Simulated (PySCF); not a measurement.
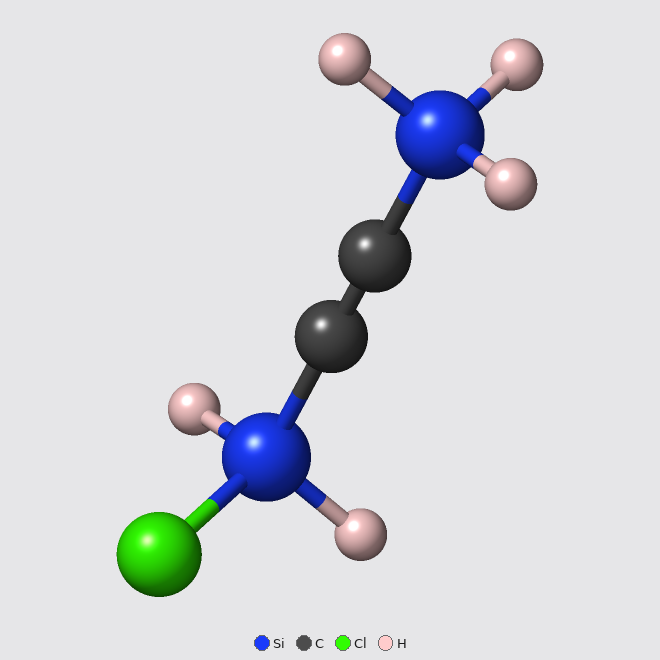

Simulated data, not a measurement (program: PySCF).

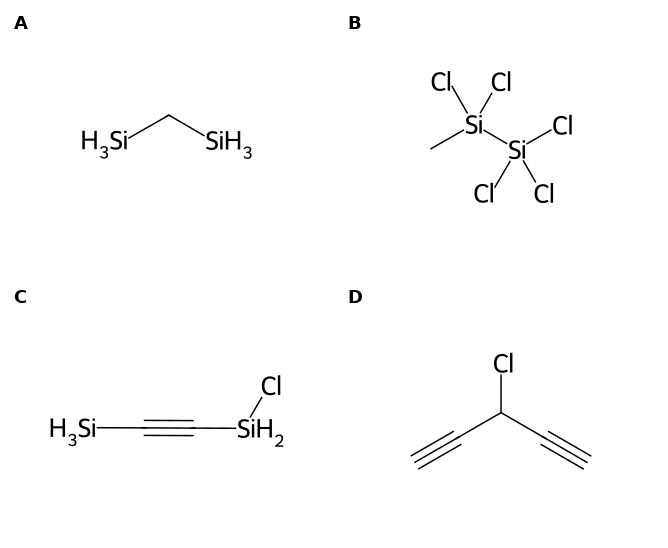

Which structural formula matches the 3D model?

Answer. C, `[SiH3]C#C[SiH2]Cl`.
